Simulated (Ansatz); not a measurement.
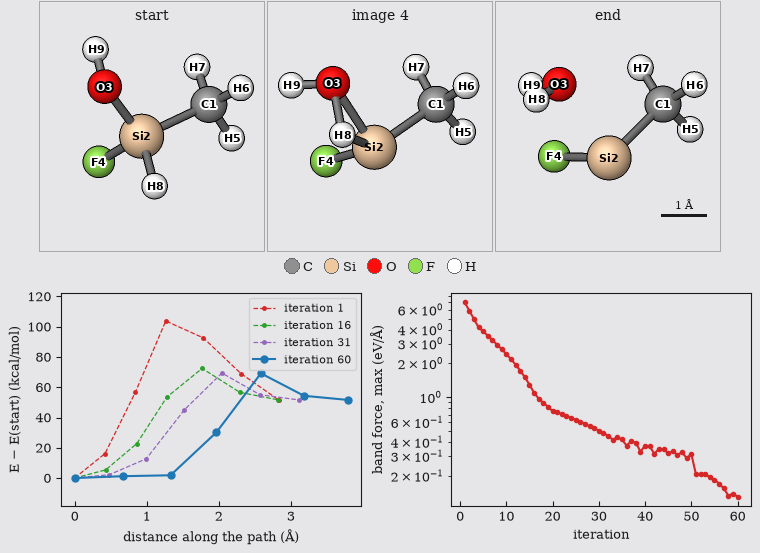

A nudged-elastic-band calculation for CH5FOSi. Images are numbered from 0 (start) to 6 (end). The plot follows the band through its iterations. The picture is a ball-and-stick view, seen at a tilt.

Computed with Ansatz 0.2.0, RKS PBE-D4/def2-SVP. Settings: 5 movable images; climbing image; force threshold 0.05 eV/Å; iteration limit 60; optimiser FIRE; largest step 0.02 Å; starting path through a guess of the saddle point.

> Judge this run.

The result isn't final. The band hadn't converged when the run stopped after 60 iterations. The largest component of the band force went from 7 to 0.13 eV/Å. The barrier read from it is provisional, though the highest image hardly moved in the last two iterations. The step length is far from the usual. The first iteration put the highest image at 103.8 kcal/mol. Forward barrier 69.2 kcal/mol, backward barrier 17.5 kcal/mol, with image 4 at the top; the reaction energy is +51.6 kcal/mol.

The run took 4 min on 2 threads of Intel(R) Xeon(R) Platinum 8488C (Sapphire Rapids), with other jobs on the host, peak memory 0.14 GiB.
